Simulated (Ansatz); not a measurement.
The compound is MoSe (space group Fm-3m, No. 225), taken as the input geometry of an electronic-structure calculation (not necessarily at equilibrium); the starting structure was generated, so it need not be a known form of this composition.

```cif
data_structure
_symmetry_space_group_name_H-M 'P 1'
_symmetry_Int_Tables_number 1
_cell_length_a 5.3400
_cell_length_b 5.3400
_cell_length_c 5.3400
_cell_angle_alpha 90.000
_cell_angle_beta 90.000
_cell_angle_gamma 90.000
_cell_volume 152.27
loop_
_atom_site_label
_atom_site_type_symbol
_atom_site_fract_x
_atom_site_fract_y
_atom_site_fract_z
_atom_site_occupancy
Mo1 Mo 0.50000 0.00000 0.00000 1
Se1 Se 0.00000 0.00000 0.00000 1
Mo2 Mo 0.50000 0.50000 0.50000 1
Se2 Se 0.00000 0.50000 0.50000 1
Mo3 Mo 0.00000 0.00000 0.50000 1
Se3 Se 0.50000 0.00000 0.50000 1
Mo4 Mo 0.00000 0.50000 0.00000 1
Se4 Se 0.50000 0.50000 0.00000 1
```

Describe the stacking along [111], with columns A (0, 0), B (1/3, 2/3), C (2/3, 1/3) of the hexagonal mesh spanned by (a − b)/2 and (b − c)/2.

Se(A) – Mo(C) – Se(B) – Mo(A) – Se(C) – Mo(B) (six layers in 9.25 Å).

Se layers alone: ABC, the cubic close-packed type.

Mo: three octahedral sites (per hexagonal cell).

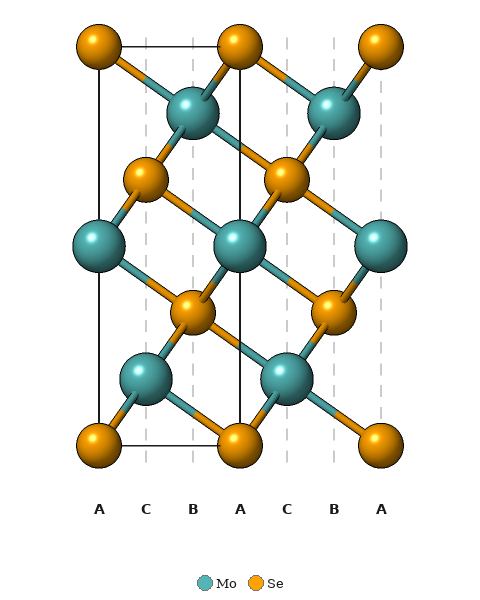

The picture looks along a close-packed row of the hexagonal mesh; [111] points upwards. The dashed lines mark the three columns A (0, 0), B (1/3, 2/3) and C (2/3, 1/3). The box is the hexagonal cell of the face-centred cubic lattice. The sequence starts with the first layer at or above the cell's origin.
